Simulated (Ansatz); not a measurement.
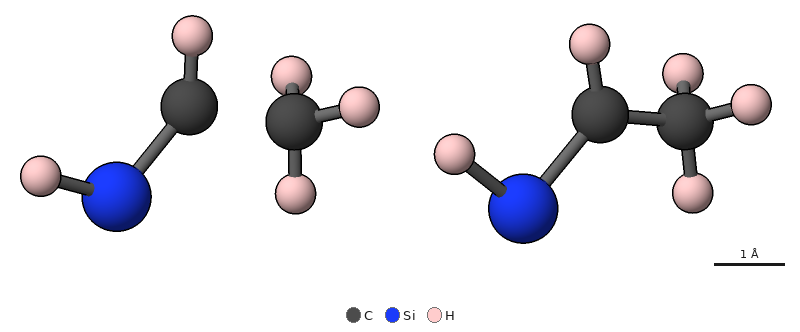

Two geometries of C2H5Si (charge −1), drawn at one scale. One is the start of a relaxation, the other its converged end. A ball-and-stick model, seen at a tilt.

These are results of RKS PBE-D4/def2-SVPD (Ansatz), not measurements. Settings: force threshold 0.03 eV/Å; at most 250 steps.

Question: Which geometry has the lower energy?

Answer: The right one is the relaxed one. It is one of the separated reactants of a reaction. After 6 accepted moves (7 points after the start) the energy has fallen by 148.8 kJ/mol. The largest force component goes from 3.4 to 0.0026 eV/Å. The line search rejected the trial step at point 2 of the run. The atom that moves furthest after the best rigid fit is an H atom (0.38 Å). Largest moves by element: H 0.38 Å, C 0.25 Å, Si 0.23 Å. Some distances before and after: C–C 1.900 → 1.511 Å, H–Si 1.420 → 1.575 Å, C–Si 1.704 → 1.790 Å, C–H 1.060 → 1.111 Å. New bonds form, among them: C–C (1.90 → 1.51 Å). Bond angles that change, for instance: C–Si–H 115.3° → 97.4°, Si–C–H 135.1° → 122.1°, H–C–H 107.3° → 105.2°. Cost: 12 s on 2 threads of Arm Neoverse V2, on a shared host.
